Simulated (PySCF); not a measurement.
## Electronic structure of CH7PSi2 (triplet) in real space

Input

```
{"job": {"kind": "epr"}, "charge": 0, "multiplicity": 3}
C     -0.527625     0.076192    -0.684653
Si    -0.426571     1.529192    -1.785533
P     -1.157553    -0.828888     0.668050
Si     0.795109    -1.081823     1.818732
H      0.418992     1.205626    -2.975095
H      0.196230     2.683886    -1.061983
H     -1.782613     1.948592    -2.266155
H     -1.175030    -2.152020     0.112199
H      1.180152     0.273476     2.308447
H      1.882147    -1.642563     0.963928
H      0.547828    -1.985042     2.984091
```

Command:

```sh
OMP_NUM_THREADS=1 python cluster_run.py task.json out
```

Geometry: PBE0-D3(BJ)/def2-SVP.

Computed with PySCF, UKS B3LYP, IGLO-III on C P Si, pcH-1 on H, non-relativistic, mean-field spin-orbit, GIAO.

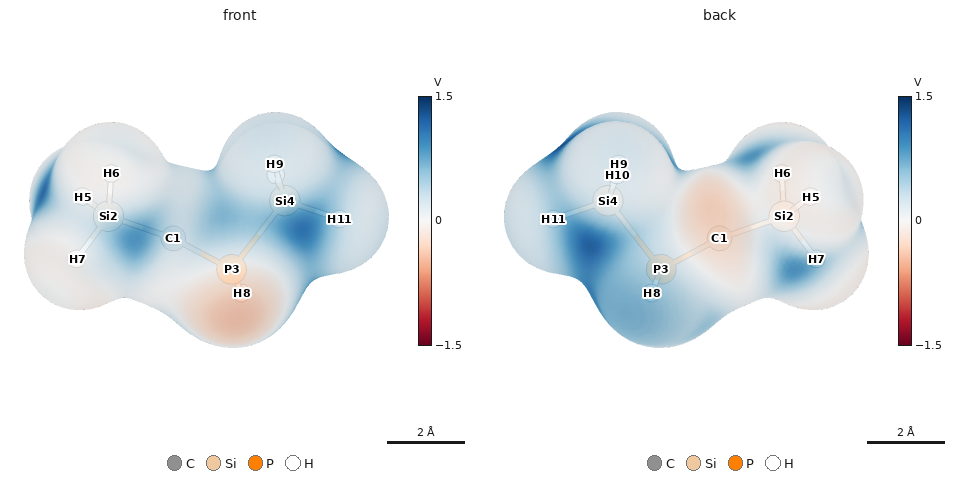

Figure 1. The electrostatic potential painted on the density surface at 0.002 e/bohr³, seen from the front and from behind; the colour scale runs from red (negative) to blue (positive).

Question: Which sites attract a positive test charge, and which a negative one?

Answer: A positive charge is drawn to the negative regions and a negative charge to the positive ones. The most negative region (about −0.4 V) lies over P3, the most positive (about +1.2 V) over Si2 and Si4.

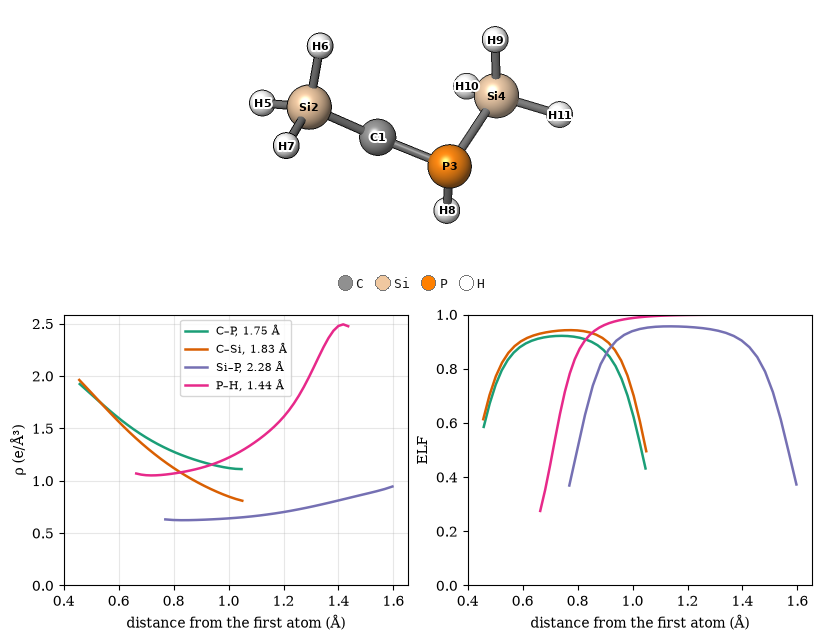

Figure 2. Total electron density and electron localisation function along straight lines between neighbouring atoms. The curves leave out the atomic cores. The structure is drawn too.

Question: Compare the contacts.

Answer: C–P (1.75 Å): ρ is about 1.2 e/Å³ halfway; the ELF peaks at about 0.90 between the atoms: localised, covalent bonding.
C–Si (1.83 Å): the density is about 0.95 e/Å³ at the midpoint; the ELF peaks at about 0.95 between the atoms, as expected for localised, covalent bonding.
Si–P (2.28 Å): ρ is about 0.68 e/Å³ halfway; the ELF peaks at about 0.95 between the atoms; a shared electron pair.
P–H (1.44 Å): ρ is about 1.1 e/Å³ halfway; the ELF climbs to about 1 towards the hydrogen, as it does in any bond to H.
